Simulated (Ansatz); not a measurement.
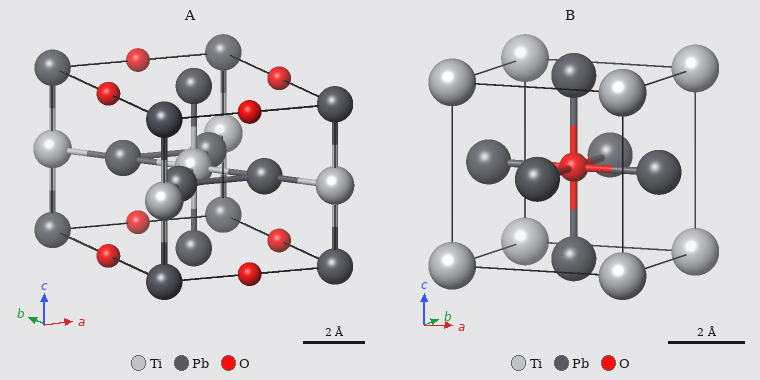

Two structures of TiPb3O, each relaxed to rest (conventional cells in solid outline, small ones repeated, not to one scale). Method: DFT PBE, scalar-relativistic, plane waves, PAW in Ansatz, with collinear spins.

**State the structure in each panel.**

A: 10 atoms a cell on a base-centred orthorhombic lattice, Cmmm. B: cubic antiperovskite, Pm-3m.

**What is the energy order of the two?**

B is lower, by 568 meV/atom at this level of theory (energies at zero smearing). Volumes: A 30.7, B 24.0 Å³/atom.

One or both may be structure types tried for this composition rather than known phases.
